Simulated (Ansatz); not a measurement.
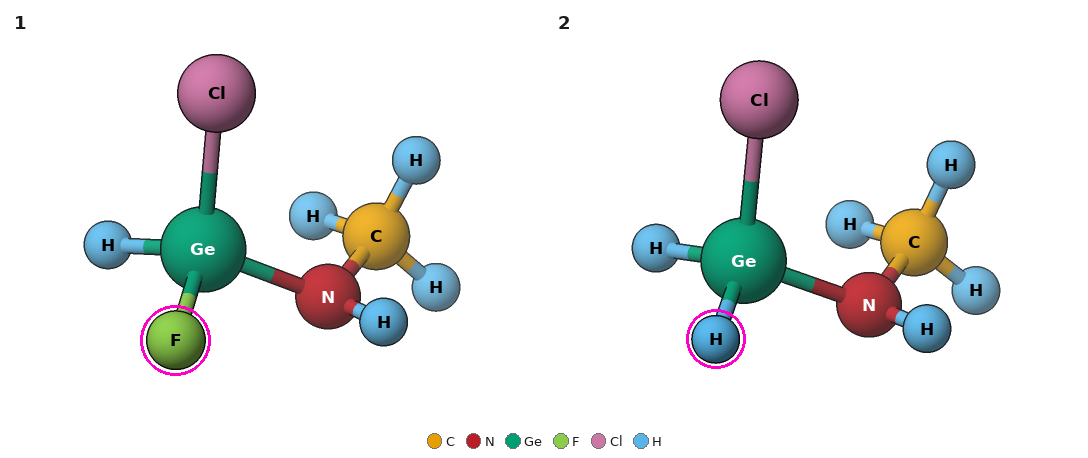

2 molecules with one skeleton, seen from the same side and at one scale; the atom that differs is circled. Each species is neutral and a spin singlet. Computed geometries: PBE0-D4/def2-TZVP optimisations, one conformation each. Properties computed with Ansatz 0.2.0.

One atom differs, called X below: F in panel 1, H in panel 2. Their formulas are CH5ClFGeN (`C[NH][Ge@@H]([F])[Cl]`), CH6ClGeN (`C[NH][GeH2][Cl]`).

In which is the dipole moment larger (r2SCAN-D4/def2-TZVPP)?

Answer. In panel 1 (X = F).

In which is the angle X–Ge–H larger (PBE0-D4/def2-TZVP)?

Answer. In panel 2 (X = H).

Give the values. With PBE0-D4/def2-TZVP: length of X–Ge (Å), angle X–Ge–H (°), harmonic zero-point energy (kJ/mol). With r2SCAN-D4/def2-TZVPP: dipole moment (D), HOMO energy (Kohn–Sham orbital) (eV), HOMO–LUMO gap (eV).

| quantity | 1 (F) | 2 (H) | 2 − 1 |
| --- | --- | --- | --- |
| length of X–Ge (Å) | 1.726 | 1.530 | −0.196 |
| angle X–Ge–H (°) | 110.5 | 115.5 | +5.0 |
| dipole moment (D) | 2.77 | 2.06 | −0.71 |
| HOMO energy (Kohn–Sham orbital) (eV) | −6.42 | −6.11 | +0.31 |
| HOMO–LUMO gap (eV) | 5.76 | 5.80 | +0.04 |
| harmonic zero-point energy (kJ/mol) | 174.2 | 188.8 | +14.6 |
